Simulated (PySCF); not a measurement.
A series of small molecules: hydrogen halides HX.

Gas-phase molecules at GFN2-xTB geometries (not checked as minima at the level of the calculation), wB97X/def2-TZVP with PySCF. The ionisation energy is E(cation) − E(neutral) at fixed geometry, without spin-orbit coupling; where the highest orbital is degenerate, the cation is one component. LUMO energies depend on the basis. GFN2-xTB bonds to atoms past the second row can be off by 0.02 to 0.07 Å and angles by up to several degrees, which can move orbital and ionisation energies by up to 0.5 eV and charges by 0.01 to 0.02 e, so small steps and misses may come from the geometries. Volumes are summed on a coarse grid and good to about 2 %. Core potentials replace the inner electrons of I. Electronegativities are Pauling's, radii Cordero's.

```json
{"molecule": "HI", "electronegativity of X": "2.66", "covalent radius of X (Å)": "1.39", "HOMO energy (eV)": "−10.19", "vertical ionisation energy (eV)": "10.56", "HOMO–LUMO gap (eV)": "11.76", "volume inside the 0.001 a.u. surface (Å³)": "61", "SMILES": "I"}
{"molecule": "HBr", "electronegativity of X": "2.96", "covalent radius of X (Å)": "1.20", "HOMO energy (eV)": "−11.17", "vertical ionisation energy (eV)": "11.72", "HOMO–LUMO gap (eV)": "13.33", "volume inside the 0.001 a.u. surface (Å³)": "48", "SMILES": "Br"}
{"molecule": "HCl", "electronegativity of X": "3.16", "covalent radius of X (Å)": "1.02", "HOMO energy (eV)": "?", "vertical ionisation energy (eV)": "?", "HOMO–LUMO gap (eV)": "?", "volume inside the 0.001 a.u. surface (Å³)": "?", "SMILES": "Cl"}
{"molecule": "HF", "electronegativity of X": "3.98", "covalent radius of X (Å)": "0.57", "HOMO energy (eV)": "−14.22", "vertical ionisation energy (eV)": "16.04", "HOMO–LUMO gap (eV)": "17.31", "volume inside the 0.001 a.u. surface (Å³)": "22", "SMILES": "F"}
```

The results for HCl are withheld.

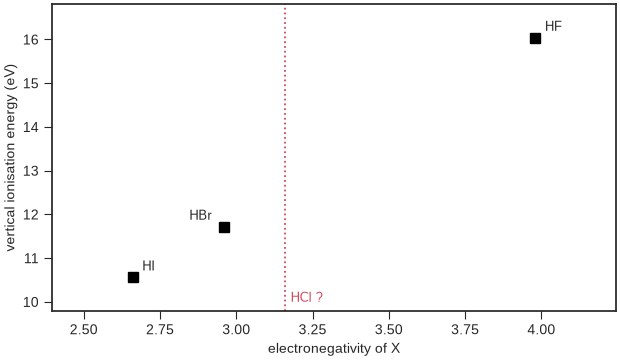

**Estimate the vertical ionisation energy for HCl from its trend with the electronegativity of X.**

A least-squares line through the three given members is y = −0.580 + 4.173 x, with R² = 1.00 and a scatter of 0.07 eV; HBr lies farthest from it (−0.05 eV). At x = 3.16 it gives 12.61 eV. For a new member the 90 % prediction interval is ±0.49 eV, wide since three points leave one degree of freedom.

**How does the computed value compare?**

The calculation gives 12.72 eV, 0.11 eV above the estimate (1.7 times the scatter, 2 % of the range of the series): inside the prediction interval. Its other results: HOMO energy −11.95 eV, HOMO–LUMO gap 14.55 eV and volume inside the 0.001 a.u. surface 40 Å³.

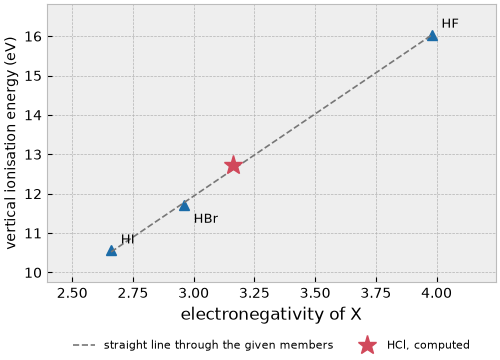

Over the series −ε(HOMO) lies 0.37 to 1.81 eV below the ionisation energy from total-energy differences. The pairing was chosen among those with R² above 0.96; series and pairings with weaker trends are left out of this set.

The single runs took from 1.2 s to 16 s, on 1 thread of shared hosts (four kinds of processor).
